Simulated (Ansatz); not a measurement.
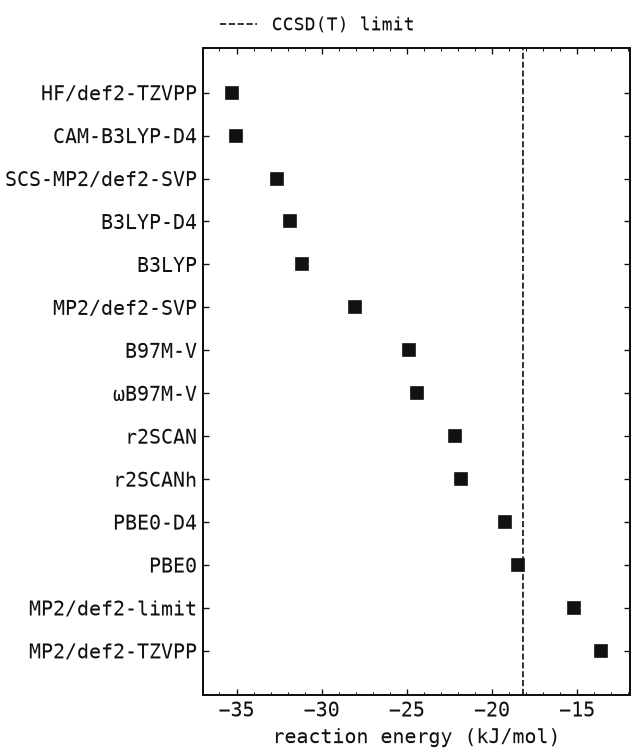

Electronic reaction energy of BH₃Se (B[SeH]) + AlBSiH₆O (OB[SiH2][AlH2]) → AlB₂SiH₇O (BOB[SiH2][AlH2]) + H₂Se ([SeH2]) (SMILES in brackets) at several levels (functionals in def2-TZVPP unless a basis is named), isolated molecules at PBE0-D4 triple-zeta geometries, minima by their frequencies, no zero-point or thermal terms, the Ansatz code. The line is frozen-core CCSD(T) at the basis limit (MP2 extrapolated from triple and quadruple zeta, plus CCSD(T) less MP2 in a smaller set). No dispersion term is added to B3LYP, r2SCAN, r2SCANh and PBE0. The distance of SCS-MP2/def2-SVP, MP2/def2-SVP and MP2/def2-TZVPP to the limit includes basis error.

Q: What do zero-point energy and temperature add?

A: Zero-point change −11.2 kJ/mol; at 298.15 K and 1 bar the CCSD(T) limit plus thermal terms gives an enthalpy of reaction of −26.1 and a free energy of −26.6 kJ/mol (harmonic PBE0-D4 modes, ideal gas).

Q: Give the values.

A:
```
           level  kJ/mol  less CCSD(T) limit
   HF/def2-TZVPP   −35.2               −17.1
    CAM-B3LYP-D4   −35.0               −16.9
SCS-MP2/def2-SVP   −32.6               −14.4
        B3LYP-D4   −31.9               −13.7
           B3LYP   −31.2               −13.0
    MP2/def2-SVP   −28.1                −9.9
          B97M-V   −24.9                −6.7
         ωB97M-V   −24.4                −6.2
          r2SCAN   −22.2                −4.0
         r2SCANh   −21.8                −3.7
         PBE0-D4   −19.2                −1.1
            PBE0   −18.5                −0.3
  MP2/def2-limit   −15.2                 3.0
  MP2/def2-TZVPP   −13.6                 4.5
   CCSD(T) limit   −18.2                 0.0
```

Note: no scalar relativity up to krypton; outer-core shells are correlated without core-valence functions, which makes the correlated values less sure; one conformer of each flexible molecule.
